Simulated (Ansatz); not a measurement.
# Ga2GeSeS4: from the start to rest

Wanted: the geometry at rest of Ga2GeSeS4 (a borrowed structure type, volume estimated), relaxing cell and atoms, and its electronic structure there.

Program: Ansatz 0.2.0. Level of theory: DFT, PBE, no spin polarisation, plane waves, PAW. These are calculated values, not measurements.

### Step 1. The structure

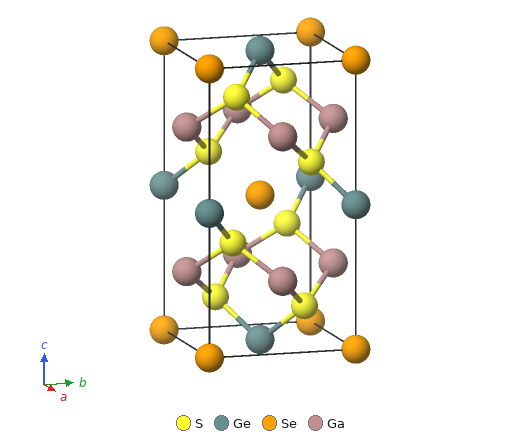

The structure slightly off an axis: sulfur yellow, germanium teal, selenium orange, gallium pink. The cell drawn here is the conventional one.

It takes space group I-42m (No. 121, tetragonal). The conventional cell has a = 5.630 Å, b = 5.630 Å, c = 10.816 Å, α = 90.00°, β = 90.00°, γ = 90.00°. S (site symmetry m) is surrounded by 1 Ge at 2.34 Å and 2 Ga at 2.37 Å and 1 Se at 2.57 Å. Ge (site symmetry -42m) is surrounded by 4 S at 2.34 Å. Se (site symmetry -42m) is surrounded by 4 S at 2.57 Å. Ga (site symmetry -4) is surrounded by 4 S at 2.37 Å.

In its conventional cell, by symmetry (the run takes the cell typed in the input):

```cif
data_structure
_symmetry_space_group_name_H-M 'I-42m'
_symmetry_Int_Tables_number 121
_cell_length_a 5.6299
_cell_length_b 5.6299
_cell_length_c 10.8162
_cell_angle_alpha 90.000
_cell_angle_beta 90.000
_cell_angle_gamma 90.000
_cell_volume 342.83
loop_
_atom_site_label
_atom_site_type_symbol
_atom_site_symmetry_multiplicity
_atom_site_Wyckoff_symbol
_atom_site_fract_x
_atom_site_fract_y
_atom_site_fract_z
_atom_site_occupancy
S1 S 8 i 0.76790 0.76790 0.63210 1
Ge1 Ge 2 b 0.50000 0.50000 0.00000 1
Se1 Se 2 a 0.00000 0.00000 0.00000 1
Ga1 Ga 4 d 0.50000 0.00000 0.75000 1
```

The first density is read from a saved solution for the starting cell.

### Step 2. The relaxation

Contents of input.yaml:

```yaml
crystal:
  lattice:
    - [0.0, 5.629879, 0.0]
    - [5.629879, 0.0, 0.0]
    - [2.814939, 2.814939, -5.408112]
  atoms:
    - { symbol: S, position: [0.4, 0.4, 0.7358] }
    - { symbol: S, position: [0.6, 0.1358, 0.2642] }
    - { symbol: S, position: [0.8642, 0.8642, 0.7358] }
    - { symbol: S, position: [0.1358, 0.6, 0.2642] }
    - { symbol: Ge, position: [0.5, 0.5, 0.0] }
    - { symbol: Se, position: [0.0, 0.0, 0.0] }
    - { symbol: Ga, position: [0.75, 0.25, 0.5] }
    - { symbol: Ga, position: [0.25, 0.75, 0.5] }
  symmetry: { tolerance: 0.0003 }
kpoints:
  mp_grid: { grid: [5, 5, 5], shift: [0, 0, 0] }
magnetization:
  spin_polarized: false
scf:
  occupations: { method: cold, width: 0.0318 }
  lower_state_search: "off"
hamiltonian:
  pseudopotentials: { kind: paw }
  xc: pbe
basis:
  ecutwfc: 420
  fft_grid_basis: typed
relax:
  max_steps: 60
  cell: { p_target: 0.0 }
  f_tol: 0.03
output:
  forces: true
  stress: true
  eigenvalues: true
  bader: true
  populations: true
  elf: true
  write_potential: true
  volumetric_format: npy
  dos:
    e_range: [-12, 8]
    de: 0.05
    projected: { site_lists: { Ga: [Ga], Ge: [Ge], S: [S], Se: [Se] } }
  write_density: true
checkpoint:
  read: saved_state
```

On the command line:

```bash
$ ansatz run input.yaml --threads 2 --pin off --max-ram 3584MiB --backend cpu --events-out ev --progress --plain --runs-dir out
```

The program printed:

```text
Warning: checkpoint.read: basis.xc_grid differs: saved 1, current 2 (points along each axis for each point of the dense box; where the key is left out runs that use forces, runs that use the stress, dielectric runs by a finite field, finite-displacement phonons, runs of phonons.displacement_patterns under a GGA or a meta-GGA, phonons by method: dfpt, dielectric runs by the response, runs on support functions, runs on PAW files under a meta-GGA or a hybrid on one, runs at kind: all_electron or under a hybrid on a GGA, runs under a text's formulas of a gradient, and runs on PAW files that evaluate rPW86 or Becke's exchange or LYP's correlation can take a finer level, which can go by the root key accuracy; a number is taken as typed: the saved number, typed, holds this deck to the state's level, where the deck is accepted there); the SCF iterates at this deck's level from the saved density; a trajectory continued from that state goes on on another energy surface; basis.xc_grid: 1, typed and accepted, keeps it on the saved one
Warning: RAYON_NUM_THREADS=2 ignored (pool sized by the plan → 2); use --threads N
Engine: ansatz 0.2.0, x86_64-unknown-linux-gnu
Pseudopotentials: kind: paw
Pseudopotential: S, paw, valence charge 6, recommended cutoff 420 eV (normal), S.paw.azcp
Pseudopotential: Ge, paw, valence charge 14, recommended cutoff 420 eV (normal), Ge.paw.azcp
Pseudopotential: Se, paw, valence charge 16, recommended cutoff 420 eV (normal), Se.paw.azcp
Pseudopotential: Ga, paw, valence charge 13, recommended cutoff 420 eV (normal), Ga.paw.azcp
Functional definition: PBE
  parameter kappa = 0.804
  parameter beta = 0.06672455060314922
  exchange = pbe_x(kappa = kappa, mu = beta*pi^2/3)
  correlation = pbe_c(beta = beta)
Crystal: 8 atoms, lattice volume = 171.413 Å³
Basis set: ecut = 420 eV, 3355 PW (Γ), exchange–correlation on 80×80×90 points (8 copies of the dense FFT grid, shifted against one another)
Bands: 48, of which v1, the nominal top of the filled ones, is band 40 counted from 1 (39 counted from 0)
Symmetry: 8 space group operations
Space group: I-42m (ITA 121), of the structure as read, at distance tolerance 1.7e-3 Å
k-points: 18 of 125 (time reversal used)
Non-local potential: S, projectors of the file, l = 0: 2, l = 1: 2, l = 2: 2
Non-local potential: Ge, projectors of the file, l = 0: 2, l = 1: 2, l = 2: 3, l = 3: 1
Non-local potential: Se, projectors of the file, l = 0: 2, l = 1: 2, l = 2: 3, l = 3: 1
Non-local potential: Ga, projectors of the file, l = 0: 2, l = 1: 2, l = 2: 3, l = 3: 1
PAW form: soft (Blöchl's): semilocal exchange-correlation on the pseudo side does not see the compensation charge
PAW one-centre angular grid: S, 110 points (default); XC on 64 Gauss nodes
PAW one-centre angular grid: Ge, 590 points (default); XC on 64 Gauss nodes
PAW one-centre angular grid: Se, 590 points (default); XC on 64 Gauss nodes
PAW one-centre angular grid: Ga, 590 points (default); XC on 64 Gauss nodes
Initial density: read from a saved state, or passed on in memory by an earlier SCF of this step, an earlier step, the calling program or the single point that the run made first
Initial wavefunctions: pseudopotential atomic-orbital guess
Functional: x = pbe(κ = 0.804, μ = 0.2195149727645171), c = pbe(β = 0.06672455060314922)
iter 1 solved again at ethr=9.23e-6 eV; its pass at ethr=3.10e-3 eV (dr2=7.38e-3 eV) is discarded
SCF iter   1: F=—  HF=-20936.321102 eV  |F-HF|=—  |Δ(HF+E_count)|=         —  Δρ=1.64e-3  dr2=9.46e-3  ethr=9.23e-6  ⟨swp⟩=2.1  Hψ=5018  notcnv=0
preconditioner: auto → LDOS  [insulator: Δε(μ)=0.026 eV  Ē_g=12.007 eV  σ=0.032 eV  W_gap=0.57  n_scr=36 (ndim 8)  ℏωp=22.0 eV  f_vac=0.013  D(μ)=9.50/eV (n_scr^D=96)  ε∞_Penn≈4.3  β→1.0]
SCF iter   2: F=—  HF=-20936.320230 eV  |F-HF|=—  |Δ(HF+E_count)|=   8.72e-4  S|Δr|=    0.00e0  Δρ=7.87e-4  dr2=1.90e-3  ethr=9.23e-6  ⟨swp⟩=2.0  Hψ=1166  notcnv=0
SCF iter   3: F=—  HF=-20936.320241 eV  |F-HF|=—  |Δ(HF+E_count)|=   1.04e-5  S|Δr|=    0.00e0  Δρ=5.35e-4  dr2=1.36e-3  ethr=2.37e-6  ⟨swp⟩=2.0  Hψ=1493  notcnv=0
SCF iter   4: F=—  HF=-20936.320049 eV  |F-HF|=—  |Δ(HF+E_count)|=   1.91e-4  S|Δr|=    0.00e0  Δρ=2.61e-4  dr2=2.80e-4  ethr=1.70e-6  ⟨swp⟩=2.5  Hψ=1669  notcnv=0
SCF iter   5: F=—  HF=-20936.320008 eV  |F-HF|=—  |Δ(HF+E_count)|=   4.19e-5  S|Δr|=    0.00e0  Δρ=1.93e-4  dr2=1.26e-4  ethr=3.50e-7  ⟨swp⟩=2.0  Hψ=1145  notcnv=0
SCF iter   6: F=—  HF=-20936.319992 eV  |F-HF|=—  |Δ(HF+E_count)|=   1.59e-5  S|Δr|=    0.00e0  Δρ=7.78e-5  dr2=1.95e-5  ethr=1.57e-7  ⟨swp⟩=2.0  Hψ=1398  notcnv=0
SCF iter   7: F=—  HF=-20936.319959 eV  |F-HF|=—  |Δ(HF+E_count)|=   3.21e-5  S|Δr|=    0.00e0  Δρ=3.05e-5  dr2=1.80e-6  ethr=2.44e-8  ⟨swp⟩=2.0  Hψ=1403  notcnv=0
SCF iter   8: F=—  HF=-20936.319960 eV  |F-HF|=—  |Δ(HF+E_count)|=   3.18e-7  S|Δr|=    0.00e0  Δρ=1.00e-5  dr2=2.03e-7  ethr=2.25e-9  ⟨swp⟩=2.0  Hψ=1494  notcnv=0
SCF iter   9: F=-20936.319960 eV  HF=-20936.319960 eV  |F-HF|=1.20e-8  |Δ(HF+E_count)|=   3.11e-8  S|Δr|=    0.00e0  Δρ=3.32e-6  dr2=1.91e-8  ethr=1.25e-10  ⟨swp⟩=8.0  Hψ=5225  notcnv=0
SCF 1 converged in 9 iterations: F = -20936.319960 eV  dr2 = 1.91e-8
relax step   1: F+E_penalty+E_count = -20936.31995984 eV  Δ(F+E_penalty+E_count) = +0.000e0 eV  max|allowed force component| = 6.090e-1 eV/Å  Δτ_max = 0.0000 Å  P = +10.834 GPa  Ω = 171.413 Å³  (9 SCF iters, dr2 threshold 1.00e-7 eV, accepted)
Crystal: 8 atoms, lattice volume = 192.265 Å³
Basis set: ecut = 420 eV, 3771 PW (Γ), exchange–correlation on 80×80×90 points (8 copies of the dense FFT grid, shifted against one another)
Initial density: handed on by an earlier stage of this run
Initial wavefunctions: those handed on with the density
iter 1 solved again at ethr=6.88e-4 eV; its pass at ethr=3.10e-3 eV (dr2=5.50e-1 eV) is discarded
SCF iter   1: F=—  HF=-20937.393451 eV  |F-HF|=—  |Δ(HF+E_count)|=         —  Δρ=9.24e-3  dr2=5.50e-1  ethr=6.88e-4  ⟨swp⟩=1.6  Hψ=4892  notcnv=0
preconditioner: auto → LDOS  [metal: Δε(μ)=0.015 eV  Ē_g=11.512 eV  σ=0.032 eV  W_gap=0.34  n_scr=36 (ndim 8)  ℏωp=20.7 eV  f_vac=0.050  D(μ)=9.99/eV (n_scr^D=96)  β→1.0]
SCF iter   2: F=—  HF=-20937.325867 eV  |F-HF|=—  |Δ(HF+E_count)|=   6.76e-2  S|Δr|=    0.00e0  Δρ=5.04e-3  dr2=8.91e-2  ethr=6.88e-4  ⟨swp⟩=3.8  Hψ=1560  notcnv=0
SCF iter   3: F=—  HF=-20937.325968 eV  |F-HF|=—  |Δ(HF+E_count)|=   1.01e-4  S|Δr|=    0.00e0  Δρ=4.01e-3  dr2=8.76e-2  ethr=1.11e-4  ⟨swp⟩=2.8  Hψ=1562  notcnv=0
SCF iter   4: F=—  HF=-20937.313952 eV  |F-HF|=—  |Δ(HF+E_count)|=   1.20e-2  S|Δr|=    0.00e0  Δρ=2.21e-3  dr2=2.22e-2  ethr=1.09e-4  ⟨swp⟩=2.8  Hψ=1566  notcnv=0
SCF iter   5: F=—  HF=-20937.310098 eV  |F-HF|=—  |Δ(HF+E_count)|=   3.85e-3  S|Δr|=    0.00e0  Δρ=1.34e-3  dr2=5.63e-3  ethr=2.77e-5  ⟨swp⟩=2.0  Hψ=1256  notcnv=0
SCF iter   6: F=—  HF=-20937.309264 eV  |F-HF|=—  |Δ(HF+E_count)|=   8.34e-4  S|Δr|=    0.00e0  Δρ=6.42e-4  dr2=1.91e-3  ethr=7.04e-6  ⟨swp⟩=2.2  Hψ=1350  notcnv=0
SCF iter   7: F=—  HF=-20937.308906 eV  |F-HF|=—  |Δ(HF+E_count)|=   3.57e-4  S|Δr|=    0.00e0  Δρ=1.17e-4  dr2=6.26e-5  ethr=2.38e-6  ⟨swp⟩=2.1  Hψ=1446  notcnv=0  defer=1
SCF iter   8: F=—  HF=-20937.308844 eV  |F-HF|=—  |Δ(HF+E_count)|=   6.25e-5  S|Δr|=    0.00e0  Δρ=6.04e-5  dr2=1.03e-5  ethr=7.83e-8  ⟨swp⟩=2.0  Hψ=1583  notcnv=0  defer=1
SCF iter   9: F=—  HF=-20937.308843 eV  |F-HF|=—  |Δ(HF+E_count)|=   1.06e-6  S|Δr|=    0.00e0  Δρ=2.04e-5  dr2=1.97e-6  ethr=1.29e-8  ⟨swp⟩=2.0  Hψ=1559  notcnv=0  defer=1
SCF iter  10: F=-20937.308843 eV  HF=-20937.308843 eV  |F-HF|=1.27e-7  |Δ(HF+E_count)|=   1.18e-7  S|Δr|=    0.00e0  Δρ=6.69e-6  dr2=1.88e-7  ethr=1.00e-9  ⟨swp⟩=13.6  Hψ=7549  notcnv=0
SCF 2 converged in 10 iterations: F = -20937.308843 eV  dr2 = 1.88e-7
  Residual-converged pass: ⟨swp⟩=1.0  Hψ=936  notcnv=0  max |occ|·‖R‖ = 7.0e-9 eV (tolerance 1.0e-8 eV)  dr2=1.88e-7  dr2_onsite=2.69e-8  max |Δocc| = 3.0e-10
relax step   2: F+E_penalty+E_count = -20937.30884252 eV  Δ(F+E_penalty+E_count) = -9.889e-1 eV  max|allowed force component| = 3.788e-1 eV/Å  Δτ_max = 0.0830 Å  P = +3.127 GPa  Ω = 192.265 Å³  energy of the carried Pulay correction = -2.870e-3 eV  (10 SCF iters, dr2 threshold 8.00e-7 eV, accepted)
Crystal: 8 atoms, lattice volume = 202.846 Å³
Basis set: ecut = 420 eV, 3947 PW (Γ), exchange–correlation on 80×80×90 points (8 copies of the dense FFT grid, shifted against one another)
iter 1 solved again at ethr=1.78e-4 eV; its pass at ethr=3.10e-3 eV (dr2=1.42e-1 eV) is discarded
SCF iter   1: F=—  HF=-20937.642866 eV  |F-HF|=—  |Δ(HF+E_count)|=         —  Δρ=6.69e-3  dr2=1.44e-1  ethr=1.78e-4  ⟨swp⟩=2.3  Hψ=4946  notcnv=0
preconditioner: auto → LDOS  [metal: Δε(μ)=0.038 eV  Ē_g=11.369 eV  σ=0.032 eV  W_gap=0.44  n_scr=36 (ndim 8)  ℏωp=20.2 eV  f_vac=0.065  D(μ)=17.76/eV (n_scr^D=218)  β→1.0]
SCF iter   2: F=—  HF=-20937.624210 eV  |F-HF|=—  |Δ(HF+E_count)|=   1.87e-2  S|Δr|=    0.00e0  Δρ=3.75e-3  dr2=3.88e-2  ethr=1.78e-4  ⟨swp⟩=3.1  Hψ=1459  notcnv=0
SCF iter   3: F=—  HF=-20937.620037 eV  |F-HF|=—  |Δ(HF+E_count)|=   4.17e-3  S|Δr|=    0.00e0  Δρ=1.60e-3  dr2=1.15e-2  ethr=4.85e-5  ⟨swp⟩=2.0  Hψ=1597  notcnv=0
SCF iter   4: F=—  HF=-20937.618699 eV  |F-HF|=—  |Δ(HF+E_count)|=   1.34e-3  S|Δr|=    0.00e0  Δρ=1.10e-3  dr2=6.14e-3  ethr=1.43e-5  ⟨swp⟩=2.0  Hψ=1173  notcnv=0
SCF iter   5: F=—  HF=-20937.617987 eV  |F-HF|=—  |Δ(HF+E_count)|=   7.13e-4  S|Δr|=    0.00e0  Δρ=5.87e-4  dr2=2.35e-3  ethr=7.67e-6  ⟨swp⟩=2.0  Hψ=1099  notcnv=0
SCF iter   6: F=—  HF=-20937.617744 eV  |F-HF|=—  |Δ(HF+E_count)|=   2.42e-4  S|Δr|=    0.00e0  Δρ=3.03e-4  dr2=3.98e-4  ethr=2.94e-6  ⟨swp⟩=1.5  Hψ=918  notcnv=0
SCF iter   7: F=—  HF=-20937.617619 eV  |F-HF|=—  |Δ(HF+E_count)|=   1.25e-4  S|Δr|=    0.00e0  Δρ=1.39e-4  dr2=8.93e-5  ethr=4.97e-7  ⟨swp⟩=2.2  Hψ=1538  notcnv=0
SCF iter   8: F=—  HF=-20937.617603 eV  |F-HF|=—  |Δ(HF+E_count)|=   1.59e-5  S|Δr|=    0.00e0  Δρ=5.67e-5  dr2=1.26e-5  ethr=1.12e-7  ⟨swp⟩=2.7  Hψ=1529  notcnv=0
SCF iter   9: F=-20937.617603 eV  HF=-20937.617603 eV  |F-HF|=3.10e-7  |Δ(HF+E_count)|=   3.49e-7  S|Δr|=    0.00e0  Δρ=1.17e-5  dr2=5.82e-7  ethr=1.00e-9  ⟨swp⟩=10.4  Hψ=7804  notcnv=0
SCF 3 converged in 9 iterations: F = -20937.617603 eV  dr2 = 5.82e-7
relax step   3: F+E_penalty+E_count = -20937.61760264 eV  Δ(F+E_penalty+E_count) = -3.088e-1 eV  max|allowed force component| = 4.029e-1 eV/Å  Δτ_max = 0.0449 Å  P = +0.345 GPa  Ω = 202.846 Å³  energy of the carried Pulay correction = -4.204e-3 eV  (9 SCF iters, dr2 threshold 8.00e-7 eV, accepted)
[... from here on, the SCF cycles and remarks between the steps are left out ...]
relax step   4: F+E_penalty+E_count = -20937.97951147 eV  Δ(F+E_penalty+E_count) = -3.619e-1 eV  max|allowed force component| = 3.296e-1 eV/Å  Δτ_max = 0.0604 Å  P = -1.511 GPa  Ω = 208.547 Å³  energy of the carried Pulay correction = -4.893e-3 eV  (9 SCF iters, dr2 threshold 8.00e-7 eV, accepted)
```

(Part 1 of 2 ends here.)
